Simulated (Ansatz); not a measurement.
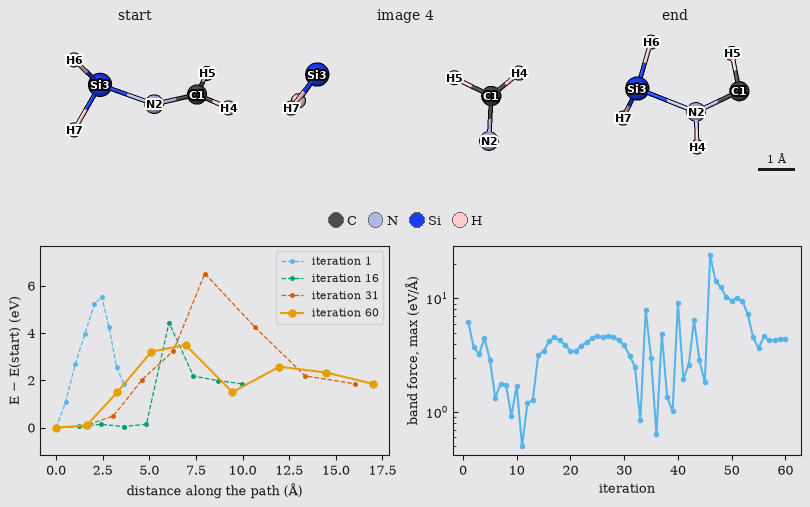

NEB run on CH4NSi (multiplicity 2). Images are numbered from 0 (start) to 8 (end). The plot follows the band through its iterations. The picture is a ball-and-stick view, seen at a tilt.

Method: UKS PBE0-D4/STO-3G (Ansatz). Settings: 7 movable images; climbing image; force threshold 0.05 eV/Å; iteration limit 60; starting path through a guess of the saddle point.

> Did the band converge, and can the barrier be trusted?

The result isn't final. The band hadn't converged when the run stopped after 60 iterations. The largest component of the band force went from 6.2 to 4.4 eV/Å. The barrier read from it is provisional: over the last two iterations the highest image moved from 3.63 eV to 3.50 eV. The first iteration put the highest image at 5.54 eV. Relative to the start the highest point is image 4 at +3.50 eV and the end lies at +1.85 eV, but the profile dips to +1.50 eV at image 5 on the way, so there may be more than one step; on an unconverged band the side maxima are provisional.

Limits of the set-up: STO-3G is a minimal basis, so the numbers are rough.
